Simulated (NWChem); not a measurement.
**Two attempts at BH2Br (SMILES [H]B([H])Br)**

Aim: energy and gradient of BH2Br at M06-2X/LANL2DZ (core potential).

Program for the calculation: NWChem 7.3.0.

2 further runs of the same task are left out: 1 that didn't finish, 1 set aside as unsound or not needed.

### Step 1. The structure to begin with

BH2Br has 4 atoms, charge 0, and is taken as a singlet. SMILES: `[H]B([H])Br`. The shape is that of a GFN2-xTB optimisation.

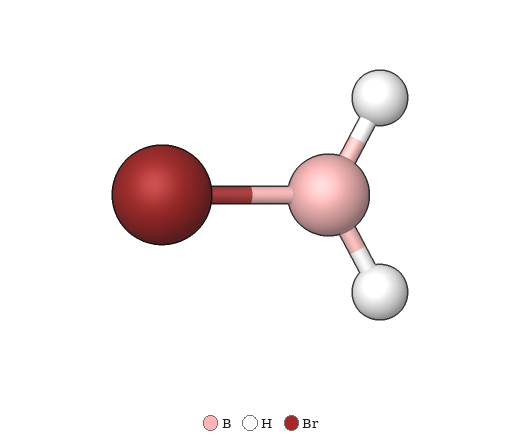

The structure, seen from a chosen angle (boron pink, hydrogen white, bromine red).

### Step 2. Try one

The input, mymol.nw:

```
start mymol
title "BBrH2 gradient"
memory 2200 mb

geometry units bohr noautosym nocenter noautoz
  B      0.17204067     0.28519747    -0.00081258
  H      2.38073366     0.20611243     0.02885612
  H     -0.92621147     2.20294823    -0.03613156
  Br    -1.62656286    -2.69425812     0.00808803
end

basis spherical bse
  * library LANL2DZ
end

ecp bse
  Br library LANL2DZ
end

dft
  xc m06-2x
  mult 5
  grid medium
  convergence energy 1e-05
  maxiter 75
  mulliken
  print low
end

task dft gradient
```

Run with:

```
$ nwchem mymol.nw > mymol.out
```

The program printed:

```text
[...]
 d= 0,ls=0.0,diis     1    -38.5326370232 -5.62D+01  1.05D-01  7.43D-02     0.3
[...]
 d= 0,ls=0.0,diis    11    -38.6088576224 -1.04D-08  1.85D-06  3.07D-11     2.4
[...]
         Total DFT energy =      -38.608857622411
      One electron energy =      -89.393835011072
           Coulomb energy =       40.296901767767
    Exchange-Corr. energy =       -7.181777914544
 Nuclear repulsion energy =       17.669853535439
[...]
      Total Density - Mulliken Population Analysis
     ---------------------------------------------
    Atom       Charge   Shell Charges
 -----------   ------   -------------------------------------------------------
    1 B    5     6.20   2.00  0.68  0.56  2.22  0.75
    2 H    1     0.74   0.45  0.29
    3 H    1     0.74   0.45  0.29
    4 Br   7     6.31   0.52  1.45  2.54  1.80
[...]
      <S2> =      6.0059 (Exact =     6.0000)
                         DFT ENERGY GRADIENTS
    atom               coordinates                        gradient
                 x          y          z           x          y          z
   1 B       0.172041   0.285197  -0.000813   -0.065119  -0.107908   0.000316
   2 H       2.380734   0.206112   0.028856   -0.041071  -0.031280  -0.000193
   3 H      -0.926211   2.202948  -0.036132   -0.008568  -0.050929   0.000446
   4 Br     -1.626563  -2.694258   0.008088    0.114758   0.190117  -0.000568
 Task  times  cpu:        2.8s     wall:        2.8s
 Total times  cpu:        2.8s     wall:        2.8s
```

It took 3.6 s on 1 thread of AMD EPYC 7B13 (Zen 3), shared host; peak memory 0.11 GiB.

### Step 3. What went wrong

The program ended normally, but the settings are unsound, so its numbers aren't properties of the molecule.

What is wrong: the spin state typed doesn't suit the molecule. To mend it: multiplicity 1 in place of 5.

### Step 4. The mended input

The input, mymol.nw:

```
start mymol
memory 2200 mb
charge 0

geometry units au noautosym nocenter noautoz
B   0.17204067  0.28519747 -0.00081258
H   2.38073366  0.20611243  0.02885612
H  -0.92621147  2.20294823 -0.03613156
Br -1.62656286 -2.69425812  0.00808803
end

basis spherical bse
* library LANL2DZ
end

ecp bse
Br library LANL2DZ
end

dft
xc m06-2x
grid medium
convergence energy 1e-05
maxiter 200
mulliken
print low
end

task dft gradient
```

Run with:

```
$ nwchem mymol.nw > mymol.out
```

The program printed:

```text
[...]
 d= 0,ls=0.0,diis     1    -39.1113814146 -5.68D+01  2.92D-02  1.20D-01     0.3
[...]
 d= 0,ls=0.0,diis     6    -39.1406847545 -2.26D-07  9.00D-06  7.78D-09     0.9
         Total DFT energy =      -39.140684754466
      One electron energy =      -90.288029989025
           Coulomb energy =       40.771903996723
    Exchange-Corr. energy =       -7.294412297603
 Nuclear repulsion energy =       17.669853535439
[...]
      Total Density - Mulliken Population Analysis
     ---------------------------------------------
    Atom       Charge   Shell Charges
 -----------   ------   -------------------------------------------------------
    1 B    5     5.27   2.00  0.73  0.37  2.01  0.17
    2 H    1     0.86   0.52  0.34
    3 H    1     0.86   0.52  0.34
    4 Br   7     7.00   0.47  1.45  2.77  2.30
[...]
                         DFT ENERGY GRADIENTS
    atom               coordinates                        gradient
                 x          y          z           x          y          z
   1 B       0.172041   0.285197  -0.000813   -0.021572  -0.035669   0.000112
   2 H       2.380734   0.206112   0.028856   -0.007261   0.001347  -0.000112
   3 H      -0.926211   2.202948  -0.036132    0.004597  -0.005803   0.000121
   4 Br     -1.626563  -2.694258   0.008088    0.024236   0.040125  -0.000121
 Task  times  cpu:        1.2s     wall:        1.2s
 Total times  cpu:        1.2s     wall:        1.2s
```

Wall time 1.8 s (1 thread of AMD EPYC 7B13 (Zen 3), shared host); peak memory 0.11 GiB.

### Step 5. Results

Level: M06-2X/LANL2DZ (core potential).

| quantity | value |
| --- | --- |
| total energy | -39.14068 Eh |
| largest force on an atom | 2.410 eV/Å |

**Reading.** The largest force is 2.41 eV/Å: the shape isn't a stationary point for this species at this level.
